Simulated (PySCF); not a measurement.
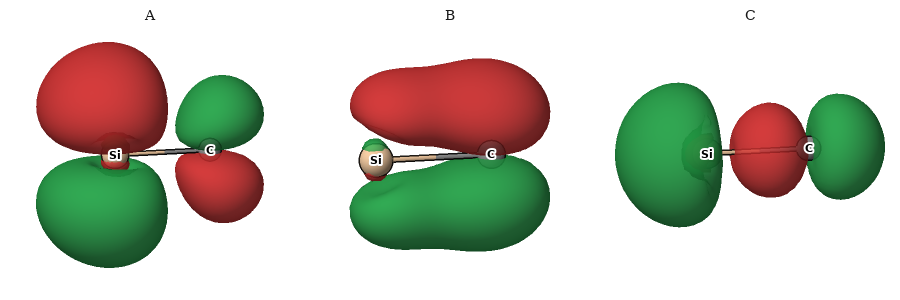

The picture shows: SiC (charge +1, quartet). Three frontier α-spin orbitals, each drawn at the value that holds 80 % of its norm (green and red are the two phases), in no order; of a degenerate pair one member is drawn.

All numbers below come from PySCF, PBE0/6-311G(d,p), non-relativistic, at a bond length of 1.822 Å.

Q: Name the orbitals and rank them from lowest to highest energy.

A: Orbital B: π, occupied in this spin, −15.65 eV; bonding, with no node between the atoms.
Orbital C: σ, occupied in this spin, −15.54 eV; shared between the atoms (Si 55 %, C 45 %).
Orbital A: π, empty in this spin, −9.42 eV; mainly on Si (75 %).
